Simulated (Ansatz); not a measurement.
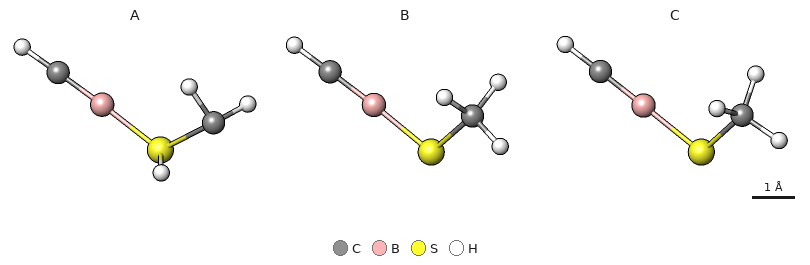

3 geometries from a converged minimum-energy path of C$_{2}$H$_{4}$BS (charge −1), shuffled. The picture is a ball-and-stick view, seen at a tilt.

Method: UKS revPBE-D4/def2-SVP (Ansatz 0.2.0). Run with 7 movable images; climbing image; force threshold 0.05 eV/Å; iteration limit 60; starting path through a guess of the saddle point.

Q: Which frame is the transition state?

A: A. In order along the path, whose images run from 0 to 8: C (image 0, 0.00 eV), B (image 1, +0.01 eV), A (image 6, +3.30 eV). A hydrogen atom shifts from one atom to another. Breaking: C–H (1.11 → 2.51 Å). Forming: H–S (2.45 → 1.39 Å).

Limits of the set-up: the basis has no diffuse functions, which an anion needs.

The run took 4.6 min on 2 threads of Arm Neoverse N1, on a shared host, peak memory 0.14 GiB.
